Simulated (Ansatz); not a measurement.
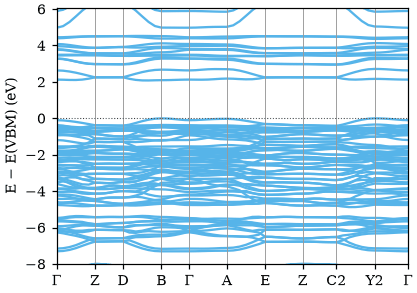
Band structure from DFT-r²SCAN in the program Ansatz with PAW potentials

The gap is 2.08 eV; an edge lies off the plotted path or next to a special point (maximum off the standard path, minimum on the D–B line, 60 % of the way from D).

**Question.** Which compound is it?
(A) ZrS3, P2_1/m (Zr on 2e, S on 2e, S on 2e, S on 2e)
(B) KLaGeS4, P2_1 (Pearson symbol mP14)
(C) K2ZnI4, P2_1/m (Pearson symbol mP14)
(D) Mo2P2O11, P2_1/m (Pearson symbol mP30)

**Answer.** D, Mo2P2O11, P2_1/m (Pearson symbol mP30)

The workflow started from a Materials Project entry (that database holds measured and hypothetical structures alike); the Crystallography Open Database copy checked does not list it. COD files the formula under space group No. 62, so this cell is another polymorph or a model. Whether it is the stable phase at ambient conditions was not checked. The cell was relaxed with r²SCAN under the symmetry of its start; whether a distortion lowers the energy is not shown. No spin polarisation was allowed. No Hubbard U is applied. Scalar-relativistic: spin–orbit coupling is off unless named, which matters more the heavier the elements.

Potentials: the later of the program's two PAW sets.
